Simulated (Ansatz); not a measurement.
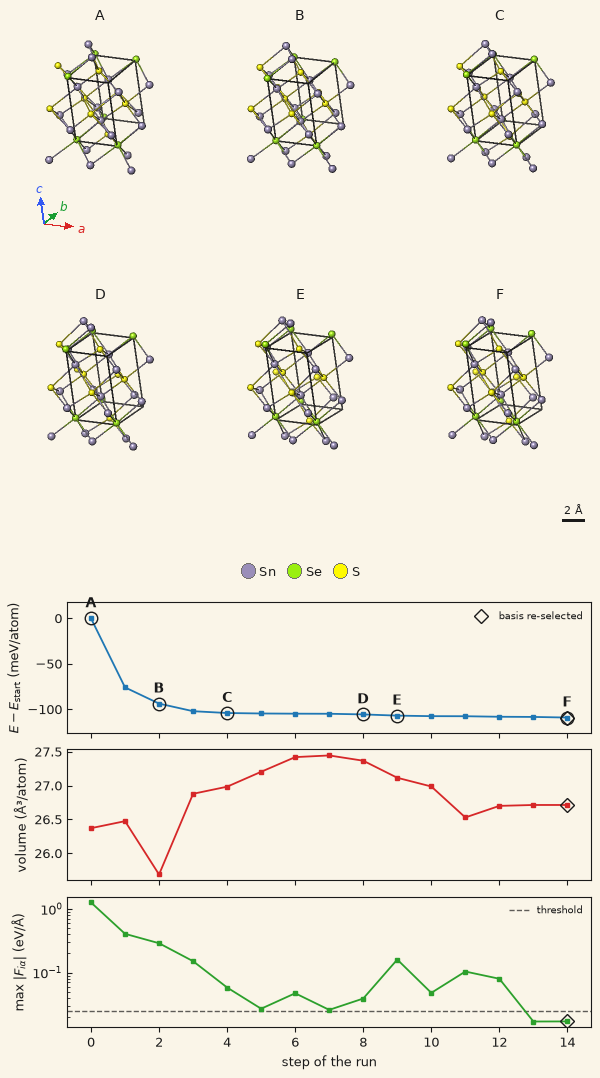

Frames of a relaxation of a crystal of Sn4SeS3 (a generated structure, set up in P1) (coarse preliminary run), marked on the history of the run. Style: ball-and-stick. Shown: the cell of the calculation, reduced to other axes, slightly off an axis. Lengths and directions refer to the drawn axes.

Method: DFT PBE, scalar-relativistic, plane waves, PAW (Ansatz). (plane-wave cutoff 420 eV; k-point mesh 4 × 2 × 2; occupations gaussian; smearing width 0.1 eV; no spin polarisation; cell and atoms relaxed; force threshold 0.025 eV/Å; at most 60 steps)

Question: What happens along the run?

Answer: Over 13 accepted moves (14 points after the start) the energy falls by 109 meV per atom. Largest force component: 1.3 eV/Å at the start, 0.017 eV/Å at the end. The pressure goes from 1.29 to 0.02 GPa. The SCF was repeated once at an unchanged geometry on a basis and grid sized afresh for the cell, which shifted the energy by 0.7 meV per atom at most. An S atom moves most relative to the cell: 0.55 Å along [1 0 −2]. By element the largest moves are S 0.55 Å, Sn 0.48 Å, Se 0.46 Å. Cell: a 4.174 → 4.147 Å (−0.7 %), b 7.166 → 6.588 Å (−8.1 %), c 7.440 → 8.480 Å (+14.0 %), α 108.6° → 112.7°, β 90.1° → 90.0°, γ 90.5° → 90.0°. Volume +1.3 %. Near-neighbour distances that change, for instance: S–Sn 2.997 → 3.991 Å, Se–Sn 2.726 → 3.618 Å, S–Sn 3.136 → 3.716 Å, S–Sn 3.270 → 2.754 Å. Among the angles between lasting bonds that change: Sn–Se–Sn 82.8° → 98.2°, Se–Sn–S 93.2° → 83.0°, Se–Sn–S 178.6° → 169.1°. The space group (tolerance 0.01 Å) goes from P1 (No. 1) to Pm (No. 6). Cost: 26 s on 4 threads of Intel(R) Xeon(R) 6975P-C (Granite Rapids) (shared host), peak memory 0.7 GiB. From step 0 to 2: a Sn atom moves most (0.28 Å), volume −2.6 %, energy −93.7 meV per atom. From step 2 to 4: an S atom moves most (0.17 Å), volume +5.0 %, energy −10.4 meV per atom. From step 4 to 8: Sn and S atoms move most (0.13 Å), volume +1.4 %, energy −1.5 meV per atom. From step 8 to 9: Se and S atoms move most (0.14 Å), volume −0.9 %, energy −1.3 meV per atom. From step 9 to 14: a Sn atom moves most (0.06 Å), volume −1.5 %, energy −2.1 meV per atom.

```csv
step,"E − E(0), meV/atom","largest force component, eV/Å","pressure, GPa","volume, Å³/atom",note
0,0.00,1.2645,1.29,26.372,
1,-75.87,0.4069,-0.46,26.475,
2,-93.70,0.2894,0.60,25.687,
3,-102.04,0.1511,-0.41,26.879,
4,-104.05,0.0583,0.05,26.984,
5,-104.56,0.0271,-0.05,27.204,
6,-104.76,0.0474,0.07,27.421,
7,-104.86,0.0260,-0.15,27.446,
8,-105.58,0.0392,-0.13,27.368,
9,-106.90,0.1604,0.13,27.116,
10,-107.50,0.0481,0.01,26.987,
11,-107.57,0.1040,0.15,26.530,
12,-108.15,0.0800,0.01,26.701,
13,-108.34,0.0170,0.00,26.714,
14,-109.02,0.0171,0.02,26.714,"same geometry, new basis"
```
